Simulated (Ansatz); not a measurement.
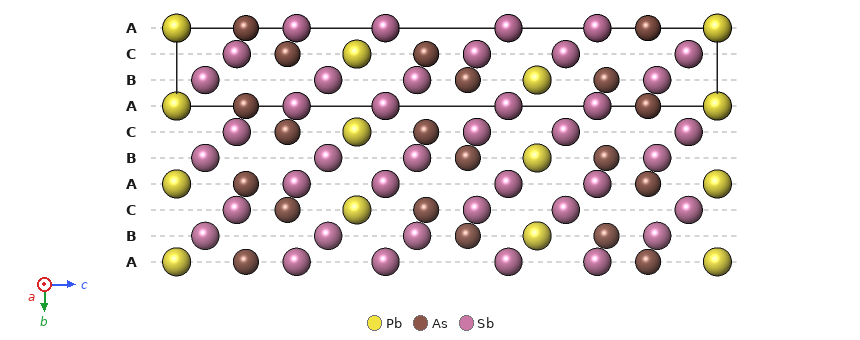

Projection along an edge of the hexagonal mesh, stacking direction c to the right. The dashed lines mark the three columns A (0, 0), B (1/3, 2/3) and C (2/3, 1/3). The sequence starts with the first layer at or above the cell's origin.

Sb₄As₂Pb. Coordinates: coordinates from a relaxation with DFT, PAW plane waves, r2scan (Ansatz); the starting structure was generated, so it need not be a known form of this composition.

Question: List the layers of one repeat.

Answer: Pb(A) – Sb(B) – Sb(C) – As(A) – As(C) – Sb(A) – Sb(B) – Pb(C) – Sb(A) – Sb(B) – As(C) – As(B) – Sb(C) – Sb(A) – Pb(B) – Sb(C) – Sb(A) – As(B) – As(A) – Sb(B) – Sb(C) (21 layers in 29.28 Å).
